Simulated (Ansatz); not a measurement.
# The perfect C wire along [111], 14 atoms a period, H-terminated, part 2 of 2

Aim: is the C wire along [111], 14 atoms a period, H-terminated a metal or a semiconductor?

Ansatz 0.2.0; DFT PBE, plane waves, PAW; relaxation of a wire's period; PAW set soft_1 (the session's first sound run).

So far. Step 2 (Relaxation of atoms and period): The cell's length comes to 6.362 Å with spin left out.

**3. Bands of the perfect wire**

This step: DFT PBE, plane waves, PAW; bands of a perfect wire; PAW set soft_1 (Ansatz 0.2.0).

At the relaxed period the bands are computed along the axis; those that cross an energy going forward count the channels that a perfect wire would open there.

Contents of input.yaml:

```yaml
crystal:
  lattice:
    - [11.153, 0.0, 0.0]
    - [0.0, 11.827, 0.0]
    - [0.0, 0.0, 6.3617675817]
  atoms:
    - { symbol: C, position: [0.388254397, 0.439154561, 0.007050078] }
    - { symbol: C, position: [0.611774613, 0.439154561, 0.007050078] }
    - { symbol: C, position: [0.388333707, 0.439194397, 0.24839435] }
    - { symbol: C, position: [0.500014505, 0.621608421, 0.248400948] }
    - { symbol: C, position: [0.611695303, 0.439194397, 0.24839435] }
    - { symbol: H, position: [0.307209544, 0.604963872, 0.278673487] }
    - { symbol: H, position: [0.500014505, 0.290057266, 0.278666604] }
    - { symbol: H, position: [0.692819466, 0.604963872, 0.278673487] }
    - { symbol: H, position: [0.307209544, 0.395036128, 0.304659846] }
    - { symbol: H, position: [0.500014505, 0.709942734, 0.304666729] }
    - { symbol: H, position: [0.692819466, 0.395036128, 0.304659846] }
    - { symbol: C, position: [0.388333707, 0.560805603, 0.334938983] }
    - { symbol: C, position: [0.500014505, 0.378391579, 0.334932385] }
    - { symbol: C, position: [0.611695303, 0.560805603, 0.334938983] }
    - { symbol: C, position: [0.388254397, 0.560845439, 0.576283256] }
    - { symbol: C, position: [0.500014505, 0.378306548, 0.576279582] }
    - { symbol: C, position: [0.611774613, 0.560845439, 0.576283256] }
    - { symbol: H, position: [0.305779065, 0.519439907, 0.632052021] }
    - { symbol: H, position: [0.385035104, 0.648902174, 0.632063692] }
    - { symbol: H, position: [0.420753969, 0.331651291, 0.632054978] }
    - { symbol: H, position: [0.579275041, 0.331651291, 0.632054978] }
    - { symbol: H, position: [0.614993906, 0.648902174, 0.632063692] }
    - { symbol: H, position: [0.694249945, 0.519439907, 0.632052021] }
    - { symbol: C, position: [0.500014505, 0.500000864, 0.666790904] }
    - { symbol: C, position: [0.500014505, 0.499999136, 0.916542429] }
    - { symbol: H, position: [0.305779065, 0.480560093, 0.951281312] }
    - { symbol: H, position: [0.385035104, 0.351097826, 0.951269641] }
    - { symbol: H, position: [0.420753969, 0.668348709, 0.951278355] }
    - { symbol: H, position: [0.579275041, 0.668348709, 0.951278355] }
    - { symbol: H, position: [0.614993906, 0.351097826, 0.951269641] }
    - { symbol: H, position: [0.694249945, 0.480560093, 0.951281312] }
    - { symbol: C, position: [0.500014505, 0.621693452, 0.007053752] }
kpoints:
  mp_grid: { grid: [1, 1, 13] }
  band_path: { path: ["Γ", Z], npoints: 90 }
scf:
  occupations: { method: fermi_dirac, width: 0.05 }
hamiltonian:
  xc: pbe
  pseudopotentials: { kind: paw, azcp: { folder: soft_1 } }
output:
  dos: { e_range: [-5, 4] }
  write_potential: true
  write_density: true
  volumetric_format: npy
```

Started as:

```console
$ ansatz run input.yaml --threads 4 --pin off --max-ram 16384MiB --backend cpu --events-out ev --progress --plain --runs-dir out
```

Numbers of over 12 decimals in the logs are rounded to 6 here.

What it wrote:

```text
[...]
Crystal: 32 atoms, lattice volume = 839.159 Å³
Basis set: ecut = 420 eV, 16423 PW (Γ)
Bands: 69, of which v1, the nominal top of the filled ones, is band 37 counted from 1 (36 counted from 0)
Symmetry: 4 space group operations
[...]
k-points: 7 of 13
[...]
SCF iter   1: F=—  HF=-3818.448218 eV  |F-HF|=—  |Δ(HF+E_count)|=         —  Δρ=6.70e-2  dr2=4.55e1  ethr=3.10e-3  ⟨swp⟩=8.4  Hψ=2736  notcnv=0  defer=24
[...]
SCF iter   9: F=-3802.452087 eV  HF=-3802.452087 eV  |F-HF|=3.90e-9  |Δ(HF+E_count)|=   4.77e-8  Δρ=2.38e-6  dr2=4.27e-8  ethr=1.35e-10  ⟨swp⟩=27.1  Hψ=4569  notcnv=0
SCF 1 converged in 9 iterations: F = -3802.452087 eV  dr2 = 4.27e-8
[...]
NSCF: frozen V_eff on 91 k-points
WARN: The output density's exchange-correlation potential varies sharply where the density is thin. Do not read a vacuum level from v_tot or v_xc, or from such a field of the output density. On a cell that repeats whose density bears no net charge and no dipole along the vacuum's axis use v_es (v_loc + v_h of the components); under efield.dipole_correction with no amplitude use v_es + v_field, which holds any externa [...]
SCF converged after 9 iterations
Free energy (F): -3802.452087 eV
[...]
Internal energy: -3802.452087 eV  (E = F + TS)
E sigma→0 (E₀):  -3802.452087 eV
Fermi energy:    -1.570280 eV
[...]
--- Band table (eV; the first three rows and the last of 7) ---
  k-point 0: bands = [... 33 lower, -5.3548, -4.1433, -4.1431, -3.9460, 0.8183, 1.6627, 1.7317, 1.8781, ... 28 higher]
  k-point 1: bands = [... 33 lower, -5.3570, -4.1477, -4.1476, -3.9769, 0.8337, 1.6792, 1.7558, 1.8980, ... 28 higher]
  k-point 2: bands = [... 33 lower, -5.2640, -4.1638, -4.1637, -4.0693, 0.8805, 1.7312, 1.8252, 1.9578, ... 28 higher]
  k-point 6: bands = [... 33 lower, -4.5803, -4.5802, -4.4296, -4.4296, 1.4202, 1.7147, 2.3447, 2.4796, ... 28 higher]
```

The job ended after 49 s (4 threads of AMD EPYC 7R13 (Zen 3), shared host; peak memory 3 GiB).

This step gave:

| Item | Value |
| --- | --- |
| band gap | 4.764 eV |

Electronic bands along the path, in eV, zero at the Fermi level; v1 is the highest filled band, c1 the lowest empty one:

| point | v4 | v3 | v2 | v1 | c1 | c2 | c3 | c4 |
| --- | --- | --- | --- | --- | --- | --- | --- | --- |
| Γ | -3.78 | -2.57 | -2.57 | -2.38 | 2.39 | 3.23 | 3.30 | 3.45 |
| Z | -2.97 | -2.97 | -2.89 | -2.89 | 3.05 | 3.21 | 4.01 | 4.06 |

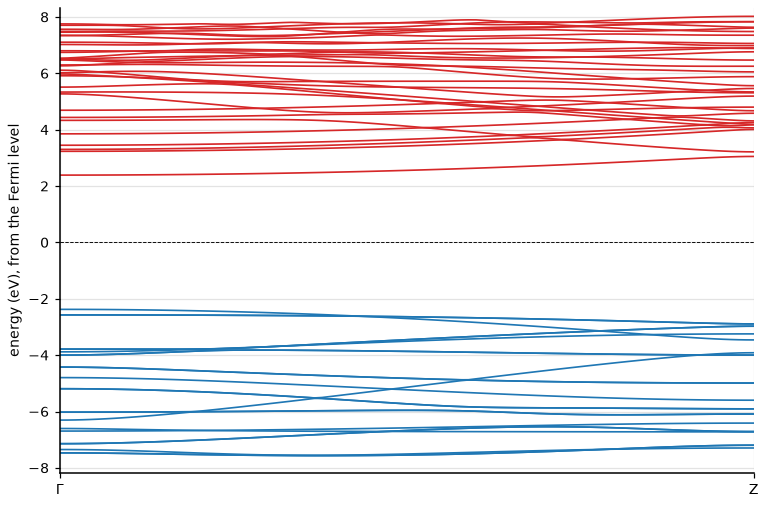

Electronic bands along the path; lines of filled and empty bands in two colours.

The gap is 4.76 eV, with spin left out.

The path shows a direct gap of 4.76 eV (valence top at Γ, conduction bottom at Γ).

**4. Another level of theory, cutoff 500 eV, k-mesh 1×1×10**

This step: DFT r2SCAN, plane waves, PAW; bands of a perfect wire at the PBE geometry; PAW set soft_1 (Ansatz 0.2.0).

The atoms stay at the PBE geometry and the functional changes. r2SCAN also reads the kinetic-energy density; it often gives larger moments and wider gaps than PBE, at a higher cost. Against the first PBE run of this kind, the cutoff is 500 eV against 420 and the mesh along the wire has 10 points against 13.

Edit input.yaml of step 3 so:

```diff
@@ -39,3 +39,3 @@
 kpoints:
-  mp_grid: { grid: [1, 1, 13] }
+  mp_grid: { grid: [1, 1, 10] }
   band_path: { path: ["Γ", Z], npoints: 90 }
@@ -44,8 +44,3 @@
 hamiltonian:
-  xc: pbe
+  xc: r2scan
   pseudopotentials: { kind: paw, azcp: { folder: soft_1 } }
-output:
-  dos: { e_range: [-5, 4] }
-  write_potential: true
-  write_density: true
-  volumetric_format: npy
```

What it wrote:

```text
[...]
Crystal: 32 atoms, lattice volume = 839.159 Å³
Basis set: ecut = 500 eV, 21349 PW (Γ), exchange–correlation on 360×360×192 points (64 copies of the dense FFT grid, shifted against one another)
Bands: 69, of which v1, the nominal top of the filled ones, is band 37 counted from 1 (36 counted from 0)
Symmetry: 4 space group operations
[...]
k-points: 6 of 10
[...]
SCF iter   1: F=—  HF=-3826.390563 eV  |F-HF|=—  |Δ(HF+E_count)|=         —  Δρ=6.44e-2  dr2=4.13e1  dr2_τ=5.14e0  ethr=3.10e-3  ⟨swp⟩=8.8  Hψ=2394  notcnv=0  defer=36
[...]
SCF iter   9: F=-3813.918914 eV  HF=-3813.918914 eV  |F-HF|=3.13e-8  |Δ(HF+E_count)|=   1.30e-7  Δρ=1.60e-6  dr2=1.25e-8  dr2_τ=2.62e-9  ethr=1.35e-10  ⟨swp⟩=28.5  Hψ=4181  notcnv=0
SCF 1 converged in 9 iterations: F = -3813.918914 eV  dr2 = 1.25e-8
[...]
SCF converged after 9 iterations
Free energy (F): -3813.918914 eV
[...]
Internal energy: -3813.918914 eV  (E = F + TS)
E sigma→0 (E₀):  -3813.918914 eV
Fermi energy:    -1.404903 eV
[...]
--- Band table (eV; the first three rows and the last of 6) ---
  k-point 0: bands = [... 33 lower, -5.6314, -4.3588, -4.3586, -4.1170, 1.3242, 2.2084, 2.3133, 2.4546, ... 28 higher]
  k-point 1: bands = [... 33 lower, -5.6290, -4.3675, -4.3673, -4.1733, 1.3504, 2.2376, 2.3537, 2.4888, ... 28 higher]
  k-point 2: bands = [... 33 lower, -5.4123, -4.4002, -4.4001, -4.3411, 1.4312, 2.3301, 2.4700, 2.5925, ... 28 higher]
  k-point 5: bands = [... 33 lower, -4.7825, -4.7824, -4.6921, -4.6920, 2.0093, 2.1301, 2.9655, 3.1027, ... 28 higher]
```

The job ended after 79 s (4 threads; peak memory 4.8 GiB).

Numbers from this step:

* band gap: 5.441 eV

Electronic bands along the path, in eV, zero at the Fermi level; v1 is the highest filled band, c1 the lowest empty one:

| point | v4 | v3 | v2 | v1 | c1 | c2 | c3 | c4 |
| --- | --- | --- | --- | --- | --- | --- | --- | --- |
| Γ | -4.23 | -2.95 | -2.95 | -2.71 | 2.73 | 3.61 | 3.72 | 3.86 |
| Z | -3.38 | -3.38 | -3.29 | -3.29 | 3.41 | 3.54 | 4.37 | 4.51 |

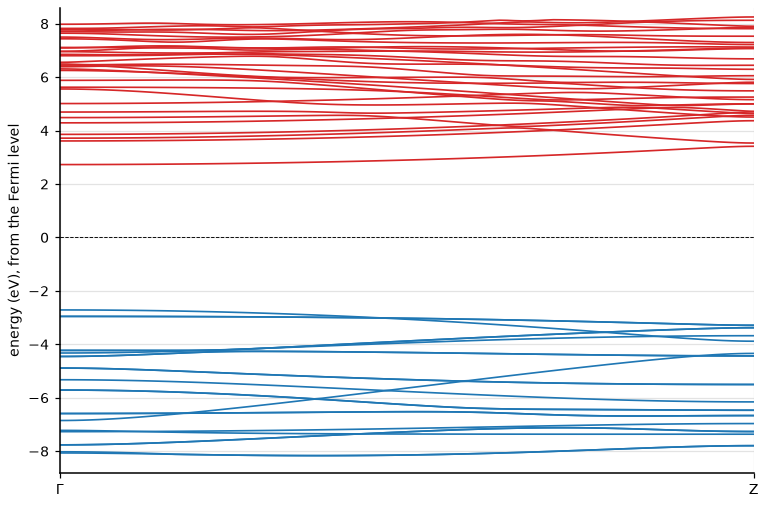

Electronic bands along the path; lines of filled and empty bands in two colours.

The gap is 5.44 eV, against 4.76 eV under PBE at the relaxed period.

**5. Levels at the same atoms, level HSE06, cutoff 420 eV**

This step: DFT HSE06, plane waves, PAW; levels of a perfect wire at the PBE geometry; PAW set soft_1 (Ansatz 0.2.0).

The atoms stay at the PBE geometry and the functional changes. HSE06 mixes in a quarter of short-range exact exchange, which removes part of the self-interaction that closes gaps; it is dear, so the mesh is thinner and no path is run. Against the first PBE run of this kind, the mesh along the wire has 5 points against 13.

Edit input.yaml of step 4 so:

```diff
@@ -39,4 +39,3 @@
 kpoints:
-  mp_grid: { grid: [1, 1, 10] }
-  band_path: { path: ["Γ", Z], npoints: 90 }
+  mp_grid: { grid: [1, 1, 5] }
 scf:
@@ -44,3 +43,3 @@
 hamiltonian:
-  xc: r2scan
+  xc: hse06
   pseudopotentials: { kind: paw, azcp: { folder: soft_1 } }
```

What it wrote:

```text
[...]
Crystal: 32 atoms, lattice volume = 839.159 Å³
Basis set: ecut = 420 eV, 16423 PW (Γ)
Bands: 69, of which v1, the nominal top of the filled ones, is band 37 counted from 1 (36 counted from 0)
Symmetry: 4 space group operations
[...]
k-points: 3 of 5
[...]
SCF iter   6: F=-3802.453705 eV  HF=-3802.453635 eV  |F-HF|=6.99e-5  |Δ(HF+E_count)|=   4.55e-4  Δρ=2.29e-4  dr2=2.55e-4  ethr=4.19e-6  ⟨swp⟩=3.0  Hψ=332  notcnv=0
[...]
Internal energy: -3803.964142 eV  (E = F + TS)
E sigma→0 (E₀):  -3803.964142 eV
Fermi energy:    -1.854481 eV
[...]
--- Band table (eV) ---
  k-point 0: bands = [... 33 lower, -6.2910, -4.9686, -4.9683, -4.7094, 1.0075]
  k-point 1: bands = [... 33 lower, -6.0649, -5.0121, -5.0118, -4.9420, 1.1232]
  k-point 2: bands = [... 33 lower, -5.5677, -5.5675, -5.1968, -5.1965, 1.4916]
  guard bands above this table: 31 of the run's 69 bands. The solve was not asked for them (output.publish_guard_bands: true or output.eigenvalues: true publishes all)
[key lines of the parts left out:]
Free energy (F): -3803.964142 eV
```

Elapsed: 83 s, on 4 threads; peak memory 7.6 GiB.

This step gave:

- band gap: 5.717 eV

The gap is 5.72 eV, against 4.76 eV under PBE at the relaxed period.

**6. What came out**

```
cell length, PBE : 6.362 Å
gap, PBE         : 4.76 eV
gap, r2SCAN      : 5.44 eV
gap, HSE06       : 5.72 eV
```

What this shows: Under PBE the cell's length is 6.36 Å, and a gap of 4.76 eV makes it a semiconductor. At the relaxed period the wire is gapped under every functional, from 4.76 eV (PBE) to 5.72 eV (HSE06). Weak screening in one dimension makes quasiparticle gaps larger than the semilocal gaps, as a rule. A hybrid's gap is read on a coarse mesh, without a band path.

[Logs are printed without paths, hosts, clocks, repeated set-up lines and the standing remarks that a program may print on its own settings, such as how far it seeks lower states.]

[Hosts, paths, dates, database ids (printed as entryN), source tags and the programs' standing remarks are cut or masked in the printed files.]
